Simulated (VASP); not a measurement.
Energy against volume of SrVO₃ (cubic perovskite). These are LDA (Ceperley-Alder, Perdew-Zunger), VASP's LDA PAW potentials (set 64) (plane waves; VASP) values and carry that method's errors.

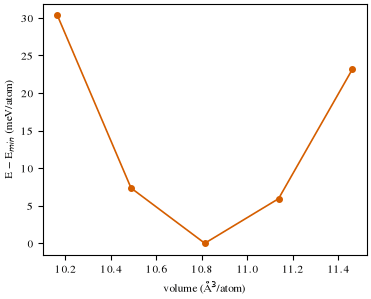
*Energy against volume*

Estimate the equilibrium volume and the bulk modulus.

The minimum lies near 10.8 Å³/atom, and the curvature gives B0 of about 220 GPa.

Measured: a 3.842 Å (computed value off by -1.6 %), as given by Samuel D. Marks et al., Physical Review Materials (2021), arXiv:2103.05797. The calculation is for a static lattice, while the measured a holds thermal and zero-point effects, which are part of the difference.

The compound is SrVO3 in the cubic perovskite structure. It was relaxed first. The run is not spin-polarised, so no magnetic state was tried.
